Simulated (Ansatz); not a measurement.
ZnO, response to strain

The reference is ZnO in the wurtzite structure (space group P6_3mc, No. 186).

```
CELL_PARAMETERS angstrom
      3.27960     0.00000     0.00000
     -1.63980     2.84021     0.00000
      0.00000     0.00000     5.29330
ATOMIC_POSITIONS crystal
  Zn 0.66667 0.33333 0.00215
  Zn 0.33333 0.66667 0.50215
  O  0.66667 0.33333 0.62305
  O  0.33333 0.66667 0.12305
```

Strains are applied to the cell and any free atomic positions relax.

Calculations: PBE (Ansatz, a quantum-chemistry and plane-wave program; PAW; 420 eV plane waves; no spin-orbit coupling).

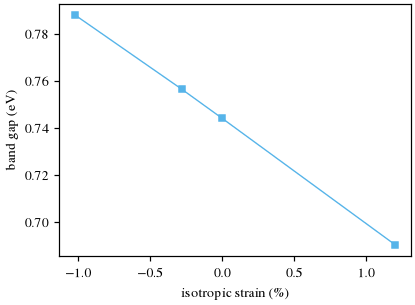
*Band gap against isotropic strain*

From the plot, what is the band gap for isotropic strain +1.20 %?

About 0.69 eV.

Is the trend monotonic over the range shown?

Yes, it falls throughout, spanning 0.69 eV to 0.79 eV.

No phonon test of stability was made.
